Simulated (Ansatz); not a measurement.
# ZrC: pressure series

Take ZrC in the rock salt structure (space group Fm-3m, No. 225) as the base.

```xyz
2
Lattice="0.0000 2.3544 2.3544 2.3544 0.0000 2.3544 2.3544 2.3544 0.0000" Properties=species:S:1:pos:R:3 pbc="T T T"
Zr     0.0000     0.0000     0.0000
C      2.3544     2.3544     2.3544
```

Cell and atoms are relaxed at each pressure.

Method: plane-wave PAW DFT at the PBE level (Ansatz, a quantum-chemistry and plane-wave program, 420 eV), no SOC.

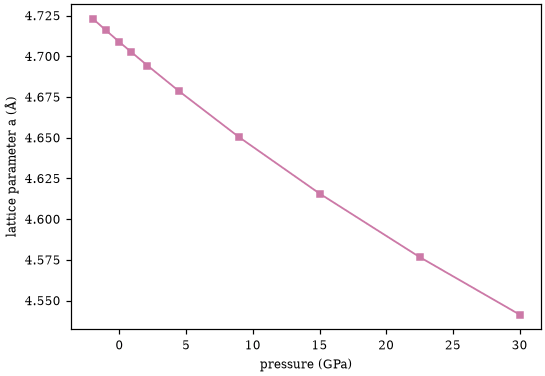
Lattice parameter a against pressure

### Question
From the plot, what is the lattice parameter a for pressure 9 GPa?

### Answer
About 4.65 Å.

### Question
Is the trend monotonic over the range shown?

### Answer
Yes, it falls throughout, spanning 4.541 Å to 4.723 Å.

Load acts through the strain it causes; cell and atoms are relaxed under it. Whether these cells are dynamically stable was not tested. Competing high-pressure phases were not computed. All final runs are without spin polarisation.
